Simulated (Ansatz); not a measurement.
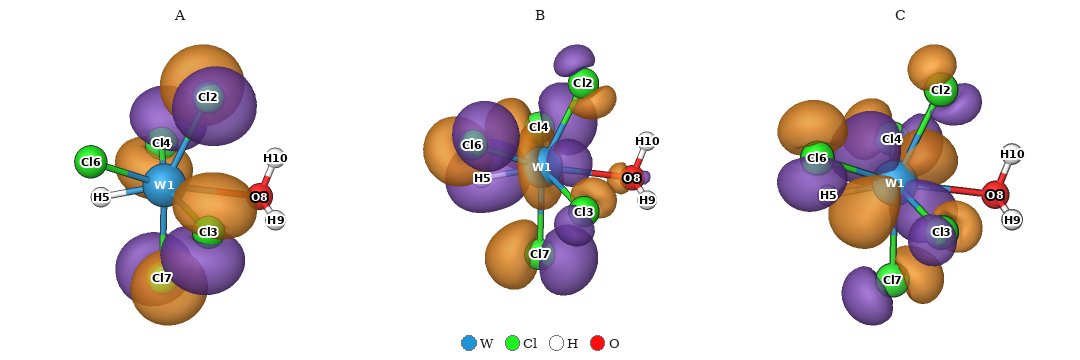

Figure 1: Cl5H3OW. Three frontier orbitals at ±0.1 Å⁻³ᐟ² (orange and purple are the two phases), in no order.

Core potentials replace the inner electrons of W.

All numbers below come from RKS PBE/def2-SVP in Ansatz.

Input file:

```
crystal:
  periodic: [false, false, false]
  atoms:
    - { symbol: W, position_ang: [-0.036803, -0.158514, 0.095933] }
    - { symbol: Cl, position_ang: [0.051154, -0.082267, 2.475832] }
    - { symbol: Cl, position_ang: [2.118945, -1.098573, 0.08234] }
    - { symbol: Cl, position_ang: [-1.485675, 1.636219, 0.347222] }
    - { symbol: H, position_ang: [-1.299096, -0.411382, -0.973618] }
    - { symbol: Cl, position_ang: [-0.866336, -2.293732, 0.307796] }
    - { symbol: Cl, position_ang: [0.60777, 0.780155, -1.920286] }
    - { symbol: O, position_ang: [1.968371, 2.061085, 0.998911] }
    - { symbol: H, position_ang: [2.686951, 1.404421, 0.890477] }
    - { symbol: H, position_ang: [1.63852, 1.858988, 1.912394] }
basis:
  gaussian: { orbitals: def2-SVP }
hamiltonian:
  xc: pbe
relax:
  f_tol: 0.03
  max_steps: 50
output:
  orbitals: {}
```

Launched as:

```sh
ansatz run input.yaml --threads 4 --pin off --max-ram 5120MiB --backend cpu --events-out ev --progress --plain --runs-dir out
```

The fields are those of the run's last geometry, not of the input's.

Which picture is the HOMO−1, the HOMO and the LUMO?

Answer. A is the HOMO−1 (−7.22 eV). It lies mainly on Cl2 (about 30 %), Cl3 (about 30 %), Cl4 (about 20 %) and Cl7 (about 20 %); largely a combination of lone pairs on Cl2, Cl3, Cl4 and Cl7. B is the HOMO (−6.84 eV). Its weight (Hirshfeld) is mainly on Cl4 (about 20 %), Cl7 (about 20 %), W1 (about 20 %), Cl6 (about 20 %) and H5 (about 15 %). C is the LUMO (−5.12 eV). Its weight (Hirshfeld) is mainly on W1 (about 55 %), Cl6 (about 15 %), Cl7 (about 10 %) and Cl4 (about 10 %).

What is the HOMO–LUMO gap?

Answer. 1.72 eV between the orbital energies.
